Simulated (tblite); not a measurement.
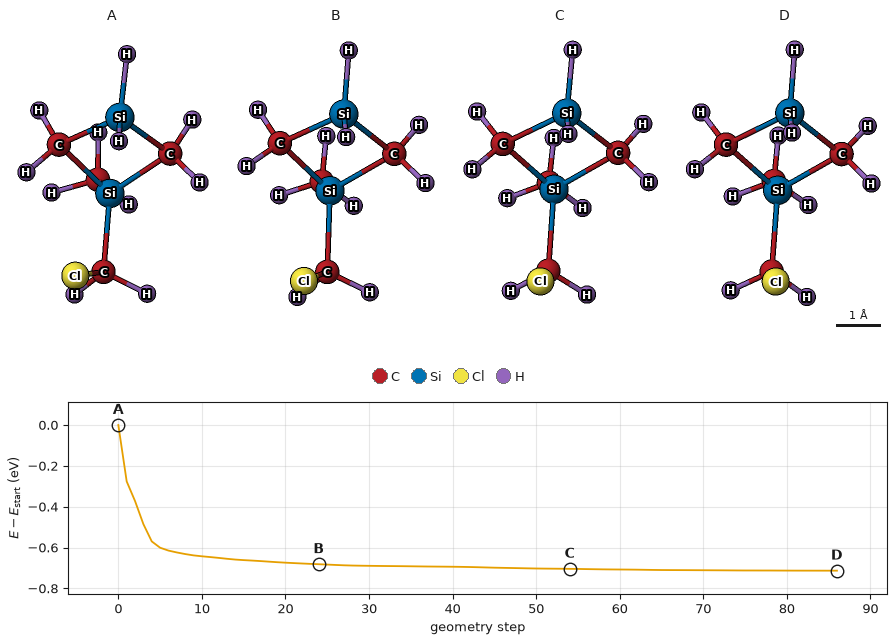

Frames of a relaxation of C₄H₁₁ClSi₂, marked on the history of the run. The picture is a ball-and-stick view, seen from a free direction.

The calculation used tblite 0.8.0, GFN2-xTB geometry optimisation, gas phase. 

Describe the path.

Answer. The atom that moves furthest after the best rigid fit is the Cl atom (0.67 Å). Largest moves by element: Cl 0.67 Å, H 0.57 Å, C 0.15 Å, Si 0.13 Å. Near-neighbour distances that change, for instance: C–Si 1.840 → 1.918 Å, C–Si 1.864 → 1.922 Å, C–H 1.126 → 1.087 Å, C–Si 1.863 → 1.900 Å. Bond angles that change, for instance: C–Si–C 107.6° → 117.9°, H–C–H 115.1° → 106.7°, H–C–H 113.8° → 106.7°. Groups turn about C–Si by about 30°. The energy falls by 0.713 eV in 86 geometry steps. From step 0 to 24: an H atom moves most (0.26 Å), energy −0.681 eV. From step 24 to 54: an H atom moves most (0.33 Å), energy −0.023 eV. From step 54 to 86: the Cl atom moves most (0.26 Å), energy −0.009 eV.

```csv
step,"E − E(0), eV"
0,0.0000
1,-0.2760
2,-0.3722
3,-0.4851
4,-0.5697
5,-0.6005
6,-0.6146
7,-0.6237
8,-0.6315
9,-0.6380
10,-0.6425
14,-0.6585
18,-0.6687
22,-0.6778
26,-0.6849
30,-0.6891
34,-0.6909
38,-0.6929
42,-0.6950
46,-0.6991
50,-0.7023
54,-0.7040
58,-0.7064
62,-0.7080
66,-0.7100
70,-0.7107
74,-0.7117
78,-0.7121
82,-0.7127
86,-0.7129
```
